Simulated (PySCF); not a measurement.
**H₉OSi₅ (SMILES [O][SiH]1[SiH2][SiH2][SiH2][SiH2]1) (doublet): density, localisation and related maps**

Input

```
{"job": {"kind": "epr"}, "charge": 0, "multiplicity": 2}
Si    -1.396361     1.020921     1.014475
Si    -1.685163    -0.302409    -0.906171
Si     0.374351    -1.422612    -1.182346
Si     1.709409    -0.666604     0.596523
Si     0.895151     1.567583     0.714294
O      0.934182     1.954147    -0.871788
H     -1.566497     0.243531     2.282821
H     -2.245998     2.249686     1.061813
H     -1.981178     0.583554    -2.071216
H     -2.807470    -1.277010    -0.729427
H      1.028104    -1.051863    -2.472559
H      0.192055    -2.907504    -1.129519
H      3.181020    -0.692322     0.338432
H      1.412479    -1.367789     1.886119
H      1.539771     2.496473     1.694852
```

Run with:

```sh
OMP_NUM_THREADS=1 python cluster_run.py task.json out
```

Geometry: PBE0-D3(BJ)/def2-SVP.

Level of theory: UKS B3LYP, IGLO-III on O Si, pcH-1 on H, non-relativistic, mean-field spin-orbit, GIAO (PySCF).

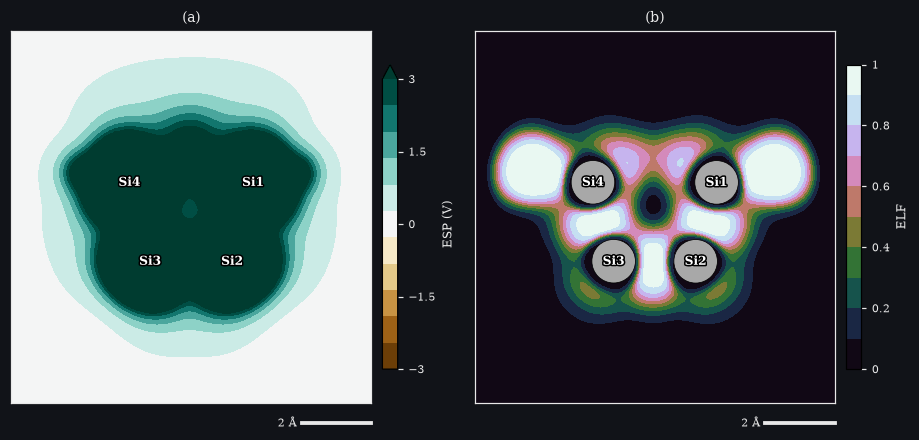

Figure 1. (a) electrostatic potential; (b) ELF on the plane of atoms Si1, Si2 and Si3. Grey discs cover the atomic cores in the ELF map.

Q: Describe what can be read from this map.

A: The plane passes through Si nuclei. Si–Si (2.35 Å): the ELF peaks at about 1 between the atoms; a covalent bond. The potential has no marked negative region in this plane.

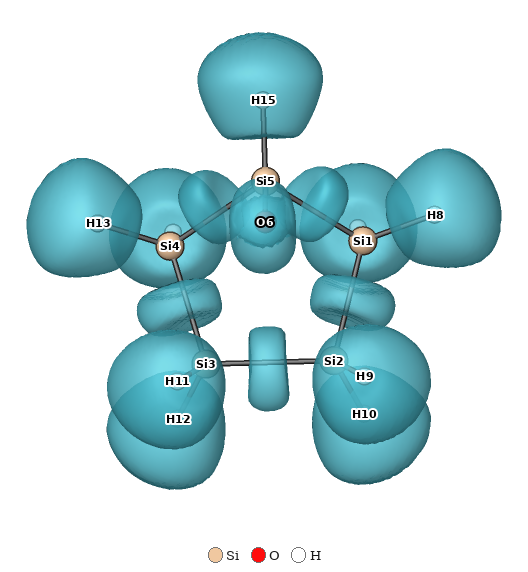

Figure 2. Isosurface of the electron localisation function at 0.8 (cyan), seen across its widest extent. Core shells and regions of very low density are left out.

Q: What do the ELF domains correspond to?

A: At this value the surface marks out five regions between bonded Si–Si atoms (shared pairs), nine regions around hydrogen nuclei and one region wrapped around O (its lone pairs, merged into a ring or cap). Profiles from the grid: Si–O (1.63 Å): the ELF peaks at about 0.90 between the atoms; a polar covalent bond.

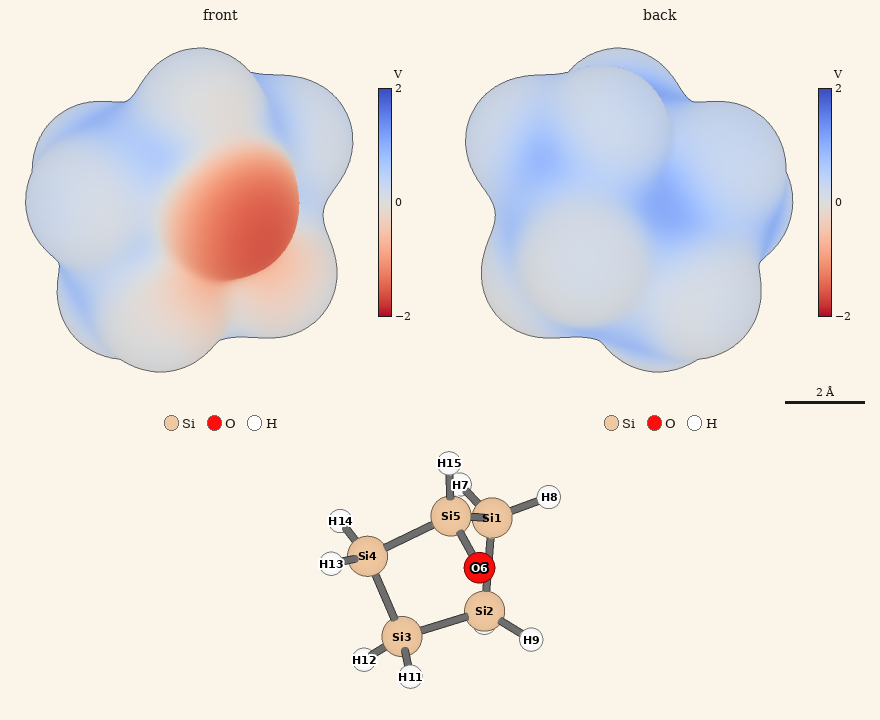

Figure 3. The molecular electrostatic potential painted on the density surface at 0.001 e/bohr³, seen from the front and from behind; the colour scale runs from red (negative) to blue (positive). The bare structure is drawn below in the same view.

Q: Which sites attract a positive test charge, and which a negative one?

A: A positive charge is drawn to the negative regions and a negative charge to the positive ones. The most negative region (about −1.5 V) lies over O6, the most positive (about +1.0 V) over the Si atoms. O6 is the likeliest acceptor of a hydrogen bond.
